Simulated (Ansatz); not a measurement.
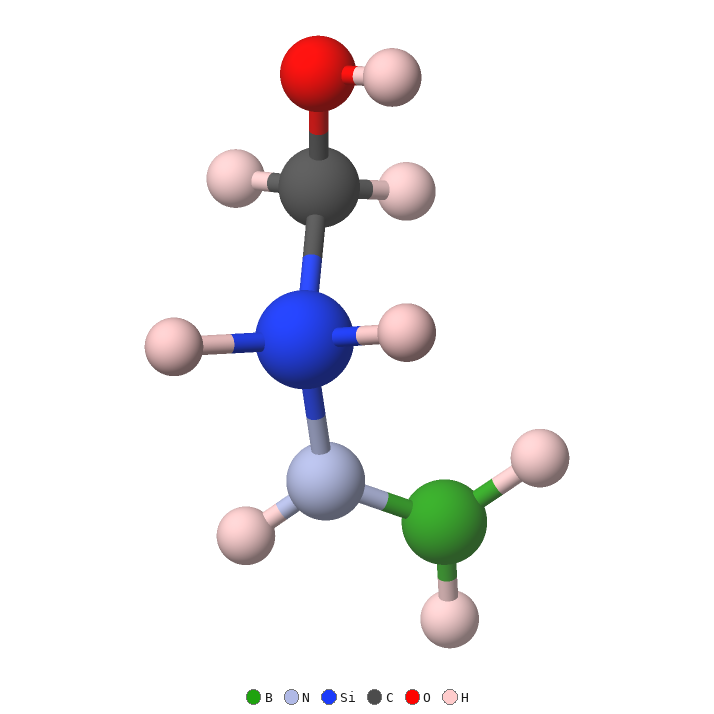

The computed structure is the end point of a PBE0-D4/def2-TZVP optimisation. No frequency run is at hand to confirm it as a minimum. Program: Ansatz 0.2.0.

Compare dipole (D), HOMO energy (eV), HOMO–LUMO gap (eV) at these levels: B3LYP-D4/def2-TZVPP; PBE-D4/def2-TZVPP; r2SCAN-D4/def2-TZVPP; ωB97M-V/def2-TZVPP.

```json
{"level": "B3LYP-D4/def2-TZVPP", "dipole (D)": "0.79", "HOMO energy (eV)": "−7.26", "HOMO–LUMO gap (eV)": "6.64"}
{"level": "PBE-D4/def2-TZVPP", "dipole (D)": "0.66", "HOMO energy (eV)": "−6.03", "HOMO–LUMO gap (eV)": "4.69"}
{"level": "r2SCAN-D4/def2-TZVPP", "dipole (D)": "0.72", "HOMO energy (eV)": "−6.30", "HOMO–LUMO gap (eV)": "5.32"}
{"level": "ωB97M-V/def2-TZVPP", "dipole (D)": "0.83", "HOMO energy (eV)": "−9.79", "HOMO–LUMO gap (eV)": "11.23"}
```
